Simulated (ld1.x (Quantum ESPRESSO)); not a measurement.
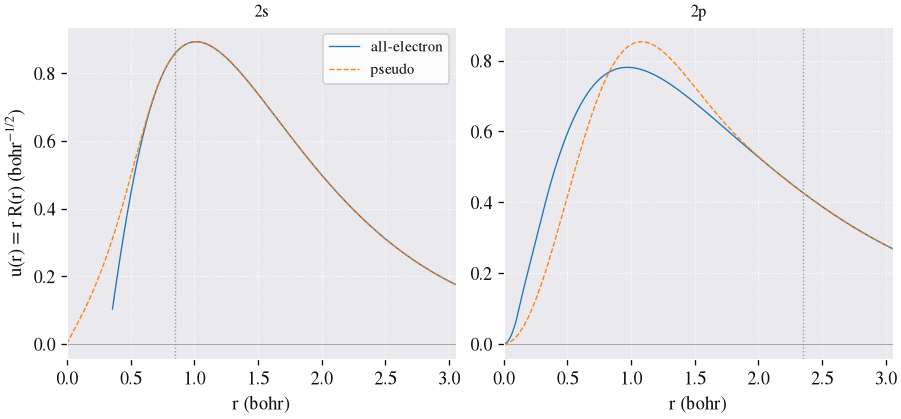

Fig. 1: Pseudo-waves (dashed) against the all-electron radial functions (solid). Dotted lines mark the matching radii. The innermost oscillations of some all-electron curves aren't drawn. Pseudo-waves: 2s has no node; 2p has no node.

Pseudopotential generation, with input and output: N

System: nitrogen (N, Z = 7), core [He], reference valence 2s2 2p3, valence charge 5.
Method: TM potential, Wu–Cohen, scalar-relativistic, made with ld1.x (Quantum ESPRESSO) 7.5.

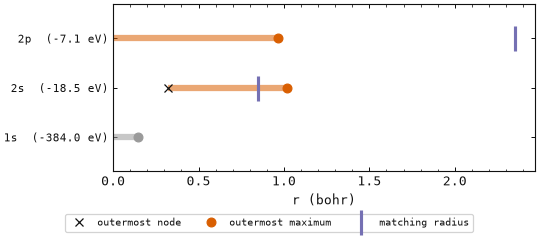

Fig. 2: Outer shells of the all-electron reference atom: each bar runs from the outermost node (or the nucleus) to the outermost maximum of u(r); the tick is the radius chosen for the pseudo-wave. Shells without a tick have no pseudo-wave of their own. Levels, nodes and maxima are from ld1.x, scalar-relativistic.

- Radii against the shells: 2s: 0.85 bohr, between node and maximum; 2p: 2.35 bohr, outside the maximum.

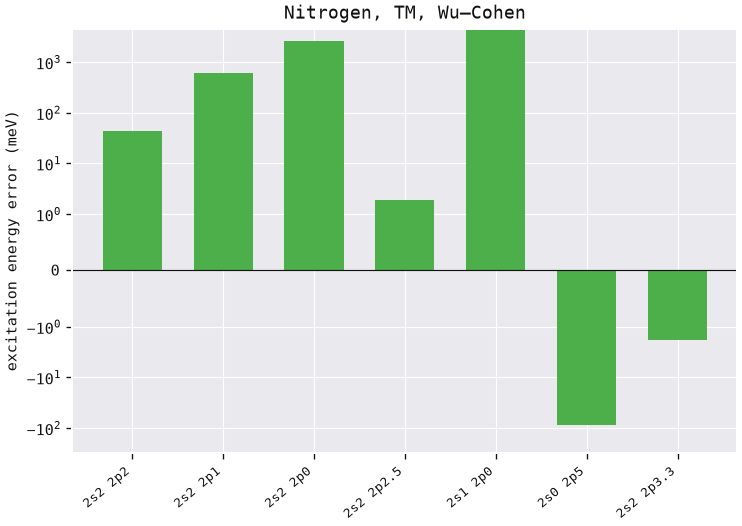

Fig. 3: Errors, all-electron minus pseudo, of the energies of valence configurations relative to the unpolarised reference 2s2 2p3.

- Worst configuration: 2s1 2p0 (charge +4): the error is +4371 meV on an all-electron energy of +167.01 eV relative to the reference, or 2.6 %.
- Configurations within 10 meV and within 50 meV: 2 and 3 of 7.
- Errors in meV: 2s2 2p2: +44; 2s2 2p1: +599; 2s2 2p0: +2638; 2s2 2p2.5: +1.9; 2s1 2p0: +4371; 2s0 2p5: -85; 2s2 2p3.3: -1.9.

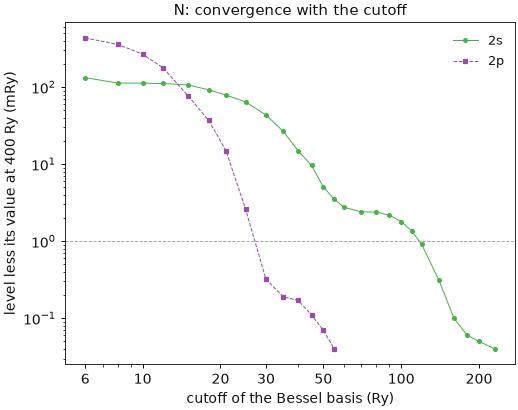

Fig. 4: The pseudo-atom Hamiltonian at the reference potential is diagonalised in spherical Bessel functions (20 bohr box) up to the cutoff. Curves: distance of each valence level from its value at 400 Ry.

- Cutoffs for 10 and 1 mRy in the occupation-weighted sum of levels: 55 Ry and 140 Ry, on the ladder of cutoffs that was run.
- Hardest occupied shell: 2s: its level needs 120 Ry to come within 1 mRy, against 30 Ry for 2p.
- Cutoffs from which each level stays within 1 mRy: 2s: 120 Ry; 2p: 30 Ry.

These pictures come from the run below.

### Input
```
 &input
   title='N', zed=7., rel=1, dft='WC', iswitch=3,
   config='[He] 2s2 2p3 3d-2',
   nld=3, rlderiv=2.55, eminld=-3.0, emaxld=5.0, deld=0.02
 /
 &inputp
   pseudotype=2, tm=.true., lloc=1,
   nlcc=.true.,
   file_pseudopw='N.UPF', file_wfcaegen='ae.wfc', file_wfcncgen='nc.wfc', file_beta='beta', file_chi='chi'
 /
3
2S  1  0   2.00   0.00  0.85  0.85  0.0
3D  3  2  -2.00   0.50  2.25  2.25  0.0
2P  2  1   3.00   0.00  2.35  2.35  0.0
 &test
   configts(1)='2s2 2p3'
 /
```

### Input of the test run
```
 &input
   title='N', zed=7., rel=1, dft='WC', iswitch=2,
   config='[He] 2s2 2p3 3d-2'
 /
 &test
   file_pseudo='N.UPF', nconf=8,
   configts(1)='2s2 2p3',
   configts(2)='2s2 2p2',
   configts(3)='2s2 2p1',
   configts(4)='2s2 2p0',
   configts(5)='2s2 2p2.5',
   configts(6)='2s1 2p0',
   configts(7)='2s0 2p5',
   configts(8)='2s2 2p3.3'
 /
```

Launched with:
```bash
ld1.x < N.in > N.out
```

### Output
```
     Program LD1 v.7.5
     --------------------------- All-electron run ----------------------------

     N
     scalar relativistic calculation

     atomic number is  7.00
     dft =WC   lsd =0 sic =0 latt =0  beta=0.20 tr2=1.0E-14
     Exchange-correlation= WC
                           (   1   4  11   4   0   0   0)
     mesh =1085 r(mesh) =  99.89202 a.u. xmin = -7.00 dx = 0.01250
     1 Ry =  13.60569312 eV, c = 137.03599908

     n l     nl                  e(Ry)          e(Ha)          e(eV)
     1 0     1S 1( 2.00)       -28.2216       -14.1108      -383.9750
     2 0     2S 1( 2.00)        -1.3577        -0.6789       -18.4726
     2 1     2P 1( 3.00)        -0.5185        -0.2593        -7.0547

     final scf error:  7.2E-15 reached in  20 iterations

     Etot =    -108.684523 Ry,     -54.342262 Ha,   -1478.728267 eV

     Ekin =     108.463712 Ry,      54.231856 Ha,    1475.723982 eV
     Encl =    -256.007419 Ry,    -128.003709 Ha,   -3483.158379 eV
     Eh   =      51.762669 Ry,      25.881334 Ha,     704.266988 eV
     Exc  =     -12.903485 Ry,      -6.451743 Ha,    -175.560858 eV

     normalization and overlap integrals

     s(1S/1S) =  1.000000  <r> =   0.2301  <r2> =    0.0716  r(max) =   0.1483
     s(2S/2S) =  1.000000  <r> =   1.3219  <r2> =    2.1220  r(max) =   1.0167
     s(2P/2P) =  1.000000  <r> =   1.4792  <r2> =    2.8961  r(max) =   0.9671

     ------------------------ End of All-electron run ------------------------

     --------------------- Generating NC pseudopotential ---------------------

      Generating local pot.: lloc=1, matching radius rcloc =   2.3500

      Computing core charge for nlcc:

       r > 0.41 : true rho core
       r < 0.41 : rho core = a sin(br)/r    a=   7.81  b=   6.25

      Integrated core pseudo-charge :   0.74

      Wfc   2S  rcut= 0.843  Using Troullier-Martins method

      Wfc   3D  rcut= 2.235  Using Troullier-Martins method

     ------------------- End of pseudopotential generation -------------------

     --------------------------- All-electron run ----------------------------

     N
     scalar relativistic calculation

     atomic number is  7.00
     dft =WC   lsd =0 sic =0 latt =0  beta=0.20 tr2=1.0E-14
     Exchange-correlation= WC
                           (   1   4  11   4   0   0   0)
     mesh =1085 r(mesh) =  99.89202 a.u. xmin = -7.00 dx = 0.01250
     1 Ry =  13.60569312 eV, c = 137.03599908

     n l     nl                  e(Ry)          e(Ha)          e(eV)
     1 0     1S 1( 2.00)       -28.2216       -14.1108      -383.9750
     2 0     2S 1( 2.00)        -1.3577        -0.6789       -18.4726
     2 1     2P 1( 3.00)        -0.5185        -0.2593        -7.0547

     final scf error:  7.2E-15 reached in  20 iterations

     Etot =    -108.684523 Ry,     -54.342262 Ha,   -1478.728267 eV

     Ekin =     108.463712 Ry,      54.231856 Ha,    1475.723982 eV
     Encl =    -256.007419 Ry,    -128.003709 Ha,   -3483.158379 eV
     Eh   =      51.762669 Ry,      25.881334 Ha,     704.266988 eV
     Exc  =     -12.903485 Ry,      -6.451743 Ha,    -175.560858 eV

     normalization and overlap integrals

     s(1S/1S) =  1.000000  <r> =   0.2301  <r2> =    0.0716  r(max) =   0.1483
     s(2S/2S) =  1.000000  <r> =   1.3219  <r2> =    2.1220  r(max) =   1.0167
     s(2P/2P) =  1.000000  <r> =   1.4792  <r2> =    2.8961  r(max) =   0.9671

     ------------------------ End of All-electron run ------------------------

     Computing logarithmic derivative in   2.54813
     Computing logarithmic derivative in   2.54813
     Computing the partial wave expansion
     R is outside the sphere for l=    0 j= 0.00
       no projector for channel:   1
     R is outside the sphere for l=    2 j= 0.00

     ---------------------- Testing the pseudopotential ----------------------

     N
     scalar relativistic calculation

     atomic number is  7.00   valence charge is  5.00
     dft =WC   lsd =0 sic =0 latt =0  beta=0.20 tr2=1.0E-14
     mesh =1085 r(mesh) =  99.89202 xmin = -7.00 dx = 0.01250

     n l     nl             e AE (Ry)        e PS (Ry)    De AE-PS (Ry)
     1 0     2S   1( 2.00)       -1.35771       -1.35773        0.00002
     2 1     2P   1( 3.00)       -0.51851       -0.51851        0.00000

     eps = 9.7E-15  iter = 12

     Etot =    -108.684523 Ry,     -54.342262 Ha,   -1478.728267 eV
     Etotps =   -20.342900 Ry,     -10.171450 Ha,    -276.779249 eV

     Ekin =      10.914852 Ry,       5.457426 Ha,     148.504129 eV
     Encl =     -43.926344 Ry,     -21.963172 Ha,    -597.648361 eV
     Ehrt =      15.890447 Ry,       7.945224 Ha,     216.200552 eV
     Ecxc =      -5.905147 Ry,      -2.952573 Ha,     -80.343612 eV
     (Ecc =      -1.433850 Ry,      -0.716925 Ha,     -19.508526 eV)
     Epseu=       2.683292 Ry,       1.341646 Ha,      36.508042 eV

     ---------------------- End of pseudopotential test ----------------------
```

### Output of the test run (extracts)
```
     ---------------------- Testing the pseudopotential ----------------------

     N
     scalar relativistic calculation

     atomic number is  7.00   valence charge is  5.00
     dft =WC   lsd =0 sic =0 latt =0  beta=0.20 tr2=1.0E-14
     mesh =1085 r(mesh) =  99.89202 xmin = -7.00 dx = 0.01250

     n l     nl             e AE (Ry)        e PS (Ry)    De AE-PS (Ry)
     1 0     2S   1( 2.00)       -1.35771       -1.35773        0.00002
     2 1     2P   1( 3.00)       -0.51851       -0.51851        0.00000

     eps = 9.7E-15  iter = 12

     Etot =    -108.684523 Ry,     -54.342262 Ha,   -1478.728268 eV
     Etotps =   -20.342900 Ry,     -10.171450 Ha,    -276.779249 eV

     Ekin =      10.914852 Ry,       5.457426 Ha,     148.504129 eV
     Encl =     -43.926344 Ry,     -21.963172 Ha,    -597.648361 eV
     Ehrt =      15.890447 Ry,       7.945224 Ha,     216.200552 eV
     Ecxc =      -5.905147 Ry,      -2.952573 Ha,     -80.343612 eV
     (Ecc =      -1.433850 Ry,      -0.716925 Ha,     -19.508526 eV)
     Epseu=       2.683292 Ry,       1.341646 Ha,      36.508042 eV

     ---------------------- End of pseudopotential test ----------------------

     ---------------------- Testing the pseudopotential ----------------------

     N
     scalar relativistic calculation

     atomic number is  7.00   valence charge is  5.00
     dft =WC   lsd =0 sic =0 latt =0  beta=0.20 tr2=1.0E-14
     mesh =1085 r(mesh) =  99.89202 xmin = -7.00 dx = 0.01250

     n l     nl             e AE (Ry)        e PS (Ry)    De AE-PS (Ry)
     1 0     2S   1( 2.00)       -2.37833       -2.38165        0.00332
     2 1     2P   1( 2.00)       -1.51841       -1.50574       -0.01267  !

     eps = 8.4E-15  iter = 10

     Etot =    -107.687814 Ry,     -53.843907 Ha,   -1465.167344 eV
     Etotps =   -19.349410 Ry,      -9.674705 Ha,    -263.262140 eV
     dEtot_ae =       0.996709 Ry
     dEtot_ps =       0.993489 Ry,   Delta E=       0.003220 Ry

     Ekin =       9.327949 Ry,       4.663975 Ha,     126.913215 eV
     Encl =     -37.687691 Ry,     -18.843846 Ha,    -512.767165 eV
     Ehrt =      11.150776 Ry,       5.575388 Ha,     151.714037 eV
     Ecxc =      -5.119694 Ry,      -2.559847 Ha,     -69.656983 eV
     (Ecc =      -1.433850 Ry,      -0.716925 Ha,     -19.508526 eV)
     Epseu=       2.979250 Ry,       1.489625 Ha,      40.534756 eV

     ---------------------- End of pseudopotential test ----------------------

     ---------------------- Testing the pseudopotential ----------------------

     N
     scalar relativistic calculation

     atomic number is  7.00   valence charge is  5.00
     dft =WC   lsd =0 sic =0 latt =0  beta=0.20 tr2=1.0E-14
     mesh =1085 r(mesh) =  99.89202 xmin = -7.00 dx = 0.01250

     n l     nl             e AE (Ry)        e PS (Ry)    De AE-PS (Ry)
     1 0     2S   1( 2.00)       -3.60516       -3.57824       -0.02691  !
     2 1     2P   1( 1.00)       -2.75348       -2.67220       -0.08128  !

     eps = 5.6E-15  iter =  9

     Etot =    -105.569732 Ry,     -52.784866 Ha,   -1436.349381 eV
     Etotps =   -17.272165 Ry,      -8.636083 Ha,    -234.999780 eV
     dEtot_ae =       3.114791 Ry
     dEtot_ps =       3.070734 Ry,   Delta E=       0.044056 Ry

     Ekin =       6.765309 Ry,       3.382655 Ha,      92.046720 eV
     Encl =     -29.932406 Ry,     -14.966203 Ha,    -407.251134 eV
     Ehrt =       6.737809 Ry,       3.368905 Ha,      91.672568 eV
     Ecxc =      -4.190486 Ry,      -2.095243 Ha,     -57.014461 eV
     (Ecc =      -1.433850 Ry,      -0.716925 Ha,     -19.508526 eV)
     Epseu=       3.347608 Ry,       1.673804 Ha,      45.546526 eV

     ---------------------- End of pseudopotential test ----------------------

     ---------------------- Testing the pseudopotential ----------------------

     N
     scalar relativistic calculation

     atomic number is  7.00   valence charge is  5.00
     dft =WC   lsd =0 sic =0 latt =0  beta=0.20 tr2=1.0E-14
     mesh =1085 r(mesh) =  99.89202 xmin = -7.00 dx = 0.01250

     n l     nl             e AE (Ry)        e PS (Ry)    De AE-PS (Ry)
     1 0     2S   1( 2.00)       -4.99581       -4.88423       -0.11158  !
     2 1     2P   1( 0.00)       -4.18375       -3.94943       -0.23432  !

     eps = 1.0E-16  iter =  8

     Etot =    -102.115791 Ry,     -51.057895 Ha,   -1389.356114 eV
     Etotps =   -13.968080 Ry,      -6.984040 Ha,    -190.045407 eV
     dEtot_ae =       6.568732 Ry
     dEtot_ps =       6.374820 Ry,   Delta E=       0.193912 Ry

     Ekin =       3.352478 Ry,       1.676239 Ha,      45.612788 eV
     Encl =     -21.068103 Ry,     -10.534051 Ha,    -286.646140 eV
     Ehrt =       3.203099 Ry,       1.601549 Ha,      43.580378 eV
     Ecxc =      -3.219420 Ry,      -1.609710 Ha,     -43.802442 eV
     (Ecc =      -1.433850 Ry,      -0.716925 Ha,     -19.508526 eV)
     Epseu=       3.763866 Ry,       1.881933 Ha,      51.210010 eV

     ---------------------- End of pseudopotential test ----------------------

     ---------------------- Testing the pseudopotential ----------------------

     N
     scalar relativistic calculation

     atomic number is  7.00   valence charge is  5.00
     dft =WC   lsd =0 sic =0 latt =0  beta=0.20 tr2=1.0E-14
     mesh =1085 r(mesh) =  99.89202 xmin = -7.00 dx = 0.01250

     n l     nl             e AE (Ry)        e PS (Ry)    De AE-PS (Ry)
     1 0     2S   1( 2.00)       -1.83866       -1.84277        0.00411
     2 1     2P   1( 2.50)       -0.98592       -0.98420       -0.00171

     eps = 4.3E-15  iter = 11

     Etot =    -108.311333 Ry,     -54.155666 Ha,   -1473.650756 eV
     Etotps =   -19.969850 Ry,      -9.984925 Ha,    -271.703651 eV
     dEtot_ae =       0.373190 Ry
     dEtot_ps =       0.373050 Ry,   Delta E=       0.000141 Ry

     Ekin =      10.252155 Ry,       5.126077 Ha,     139.487670 eV
     Encl =     -41.031578 Ry,     -20.515789 Ha,    -558.263053 eV
     Ehrt =      13.528474 Ry,       6.764237 Ha,     184.064261 eV
     Ecxc =      -5.538124 Ry,      -2.769062 Ha,     -75.350017 eV
     (Ecc =      -1.433850 Ry,      -0.716925 Ha,     -19.508526 eV)
     Epseu=       2.819223 Ry,       1.409612 Ha,      38.357488 eV

     ---------------------- End of pseudopotential test ----------------------

     ---------------------- Testing the pseudopotential ----------------------

     N
     scalar relativistic calculation

     atomic number is  7.00   valence charge is  5.00
     dft =WC   lsd =0 sic =0 latt =0  beta=0.20 tr2=1.0E-14
     mesh =1085 r(mesh) =  99.89202 xmin = -7.00 dx = 0.01250

     n l     nl             e AE (Ry)        e PS (Ry)    De AE-PS (Ry)
     1 0     2S   1( 1.00)       -6.41995       -6.27759       -0.14235  !
     2 1     2P   1( 0.00)       -5.67640       -5.30671       -0.36968  !

     eps = 4.7E-15  iter = 14

     Etot =     -96.409341 Ry,     -48.204670 Ha,   -1311.715907 eV
     Etotps =    -8.389007 Ry,      -4.194503 Ha,    -114.138250 eV
     dEtot_ae =      12.275182 Ry
     dEtot_ps =      11.953893 Ry,   Delta E=       0.321289 Ry

     Ekin =       1.835623 Ry,       0.917812 Ha,      24.974927 eV
     Encl =     -10.951675 Ry,      -5.475838 Ha,    -149.005132 eV
     Ehrt =       0.841767 Ry,       0.420884 Ha,      11.452827 eV
     Ecxc =      -2.242595 Ry,      -1.121297 Ha,     -30.512058 eV
     (Ecc =      -1.433850 Ry,      -0.716925 Ha,     -19.508526 eV)
     Epseu=       2.127873 Ry,       1.063937 Ha,      28.951187 eV

     ---------------------- End of pseudopotential test ----------------------

     ---------------------- Testing the pseudopotential ----------------------

     N
     scalar relativistic calculation

     atomic number is  7.00   valence charge is  5.00
     dft =WC   lsd =0 sic =0 latt =0  beta=0.20 tr2=1.0E-14
     mesh =1085 r(mesh) =  99.89202 xmin = -7.00 dx = 0.01250

     n l     nl             e AE (Ry)        e PS (Ry)    De AE-PS (Ry)
     1 0     2S   1( 0.00)       -1.42063       -1.44197        0.02134  !
     2 1     2P   1( 5.00)       -0.57787       -0.59323        0.01536  !

     eps = 7.5E-15  iter = 12

     Etot =    -107.002539 Ry,     -53.501269 Ha,   -1455.843707 eV
     Etotps =   -18.654655 Ry,      -9.327328 Ha,    -253.809518 eV
     dEtot_ae =       1.681984 Ry
     dEtot_ps =       1.688244 Ry,   Delta E=      -0.006260 Ry

     Ekin =      14.632966 Ry,       7.316483 Ha,     199.091650 eV
     Encl =     -42.989626 Ry,     -21.494813 Ha,    -584.903655 eV
     Ehrt =      15.483858 Ry,       7.741929 Ha,     210.668622 eV
     Ecxc =      -5.781854 Ry,      -2.890927 Ha,     -78.666134 eV
     (Ecc =      -1.433850 Ry,      -0.716925 Ha,     -19.508526 eV)

     ---------------------- End of pseudopotential test ----------------------

     ---------------------- Testing the pseudopotential ----------------------

     N
     scalar relativistic calculation

     atomic number is  7.00   valence charge is  5.00
     dft =WC   lsd =0 sic =0 latt =0  beta=0.20 tr2=1.0E-14
     mesh =1085 r(mesh) =  99.89202 xmin = -7.00 dx = 0.01250

     n l     nl             e AE (Ry)        e PS (Ry)    De AE-PS (Ry)
     1 0     2S   1( 2.00)       -1.10291       -1.09993       -0.00298
     2 1     2P   1( 3.30)       -0.27412       -0.27305       -0.00107

     eps = 6.3E-15  iter = 15

     Etot =    -108.802667 Ry,     -54.401333 Ha,   -1480.335696 eV
     Etotps =   -20.460906 Ry,     -10.230453 Ha,    -278.384809 eV
     dEtot_ae =      -0.118144 Ry
     dEtot_ps =      -0.118006 Ry,   Delta E=      -0.000137 Ry

     Ekin =      11.179593 Ry,       5.589796 Ha,     152.106106 eV
     Encl =     -45.403561 Ry,     -22.701780 Ha,    -617.746914 eV
     Ehrt =      17.236923 Ry,       8.618462 Ha,     234.520289 eV
     Ecxc =      -6.091654 Ry,      -3.045827 Ha,     -82.881173 eV
     (Ecc =      -1.433850 Ry,      -0.716925 Ha,     -19.508526 eV)
     Epseu=       2.617793 Ry,       1.308896 Ha,      35.616883 eV

     ---------------------- End of pseudopotential test ----------------------
```

### Summary

- outcome: generated
- cutoffs needed: 55 Ry and 140 Ry (the cutoffs, on a coarse ladder, from which the occupation-weighted sum of valence levels, in a spherical-Bessel basis at the reference potential, stays within 10 and 1 mRy of its value at 400 Ry); ghost states and empty shells don't enter this sum
- ghost test: no ghost state below the valence levels in the s, d, p, f channels (spherical-Bessel basis up to 400 Ry, 20 bohr box)
- largest excitation error: +4371 meV (all-electron minus pseudo) for 2s1 2p0, out of 7 test configurations
- range over which the phases arctan(r u′/u) at the test radius agree within 0.05 rad (a looser test near the poles than one of phase shifts): s: up to about 0.4 Ry; p: up to about 0.6 Ry; d: up to about 3.3 Ry
- hardware: 1 CPU thread, shared host
- wall time: 2 s

### Notes

An excitation error of 4371 meV in its own tests makes this a poorly transferable potential.
